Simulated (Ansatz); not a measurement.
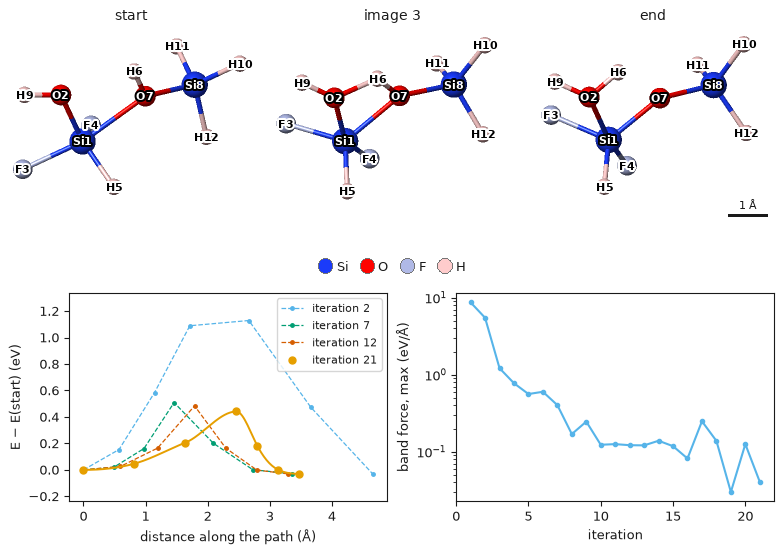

A search for the minimum-energy path of Si₂H₆O₂F₂ by the nudged elastic band. Images are numbered from 0 (start) to 6 (end). The plot follows the band through its iterations. The picture is a ball-and-stick view, seen from a free direction.

Theory: RKS CAM-B3LYP/6-31G (Ansatz). Settings: 5 movable images; climbing image; force threshold 0.05 eV/Å; iteration limit 60; spring constant 0.5 eV/Å²; starting path through a guess of the saddle point.

Question: Did the band converge, and can the barrier be trusted?

Answer: The run is converged, with reservations. The band converged in 21 iterations. The largest component of the band force went from 8.7 to 0.041 eV/Å. The climbing image converged on the top of the path. Its curvatures weren't checked. The first iteration put the highest image at 2.79 eV. The energy climbs by 0.44 eV to image 3 and then falls by 0.47 eV, so the end point sits at −0.03 eV.

Cost: 8.4 min on 2 threads of Arm Neoverse N1, on a shared host, peak memory 0.21 GiB.
